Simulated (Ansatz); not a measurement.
CH4 and related structures: several calculations on one system

**1. Relaxation**

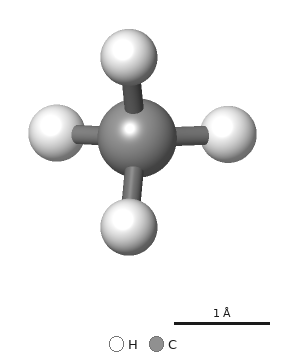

This is the input geometry for a relaxation of CH$_{4}$. A ball-and-stick model, seen face on.

It is one of the separated reactants of a reaction.

Theory: RKS PBE0-D4/def2-TZVP (Ansatz 0.2.0).

Input
```yaml
crystal:
  periodic: [false, false, false]
  atoms:
    - {symbol: H, position_ang: [0.283149, 0.718913, 0.178971]}
    - {symbol: C, position_ang: [0.632724, 0.116905, 1.032078]}
    - {symbol: H, position_ang: [0.207797, 0.553424, 1.934800]}
    - {symbol: H, position_ang: [1.719911, 0.177845, 1.050157]}
    - {symbol: H, position_ang: [0.325405, -0.923215, 0.948383]}
basis:
  gaussian: {orbitals: def2-TZVP}
hamiltonian: {xc: pbe0, dispersion: d4}
relax: {f_tol: 0.005, max_steps: 200}
```

Where does the relaxation end?

Answer. The atom that moves furthest after the best rigid fit is H1 (0.025 Å). Largest moves by element: H 0.025 Å, C 0.012 Å. Some distances before and after: H1–C2 1.101 → 1.090 Å. Bond angles that change, for instance: H1–C2–H5 111.9° → 109.5°, H1–C2–H3 107.4° → 109.5°. The energy falls by 0.010 eV in 2 geometry steps. The largest force component goes from 0.46 to 0.0019 eV/Å. The run took about 2.2 core-seconds on a shared host.

History of the run:

| step | E − E(0), eV | largest force component, eV/Å |
| --- | --- | --- |
| 0 | 0.0000 | 0.4567 |
| 1 | -0.0094 | 0.1837 |
| 2 | -0.0103 | 0.0019 |

The structure at the end:

```xyz
5

H     0.2733    0.6968    0.1716
C     0.6338    0.1288    1.0288
H     0.2200    0.5508    1.9442
H     1.7217    0.1778    1.0657
H     0.3202   -0.9104    0.9341
```

**2. Relaxation**

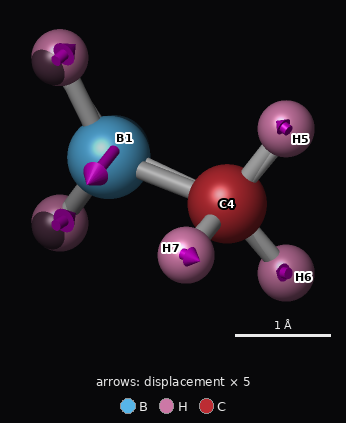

A relaxation of CH₅B. The starting structure is drawn faded, the final one solid; purple arrows show the displacements, 5 times their true length. The two geometries are superimposed by the best rigid fit.

A ball-and-stick model, seen at a tilt.

It is one of the separated products of a reaction.

Computed with RKS PBE0-D4/def2-TZVP in Ansatz. Settings: force threshold 0.005 eV/Å; at most 200 steps.

### What did the optimiser do to the structure, and how much energy did it gain?

After 7 geometry steps the energy has fallen by 5.57 kcal/mol. The largest force component goes from 2.1 to 0.00073 eV/Å. The largest move after the best rigid fit is that of the B atom, 0.15 Å. By element the largest moves are B 0.15 Å, H 0.07 Å, C 0.01 Å. Among the contacts that change: B–C 1.598 → 1.548 Å, C–H 1.095 → 1.105 Å. Bond angles that change, for instance: H–B–C 117.6° → 120.9°, B–C–H 105.5° → 103.4°. The run took roughly 13 core-seconds on a shared host.

**3. Reaction**

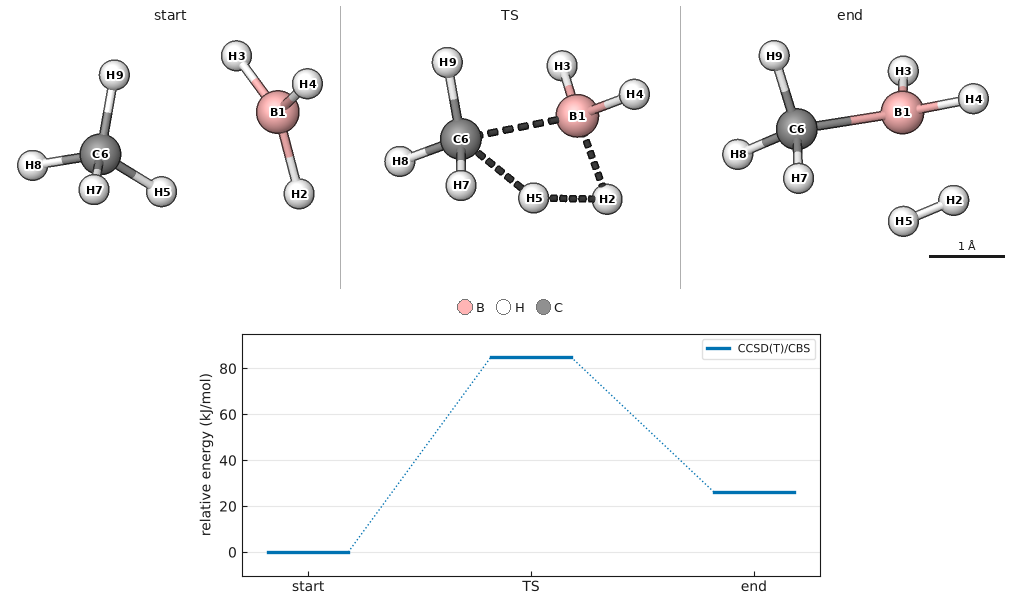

A reaction step of CH$_{7}$B, with its energy diagram. A ball-and-stick model, seen at a tilt. Dashed sticks mark bonds that form or break.

Stationary points at PBE0-D4/def2-TZVP, single-point energies with CCSD(T)/CBS (def2-TZVPP where no basis is named; Ansatz 0.2.0). The energies are electronic, without zero-point or thermal terms, and both ends are the relaxed geometries reached downhill from the saddle, with any fragments still in contact. CCSD(T)/CBS stands for a frozen-core estimate: MP2 correlation extrapolated from def2-TZVPP and def2-QZVPP, CCSD(T) minus MP2 from the smaller set.

Describe the step and its energetics.

Answer. Counted by bonded pieces, the start holds BH₃ + CH₄ and the end holds CH₅B + H₂. From the start over the saddle to the end, bonds form: B1–C6 (2.70 → 1.77 → 1.60 Å), H2–H5 (2.09 → 1.12 → 0.79 Å). Bonds break: B1–H2 (1.20 → 1.27 → 1.49 Å), H5–C6 (1.10 → 1.43 → 2.15 Å). The saddle has one imaginary mode, 1055i cm⁻¹. The end the end keeps a soft imaginary mode of 325i cm⁻¹, so it isn't quite a minimum. With CCSD(T)/CBS the barrier is 84.9 kJ/mol from the start and 58.7 kJ/mol from the end, and the end lies 26.2 kJ/mol above the start.
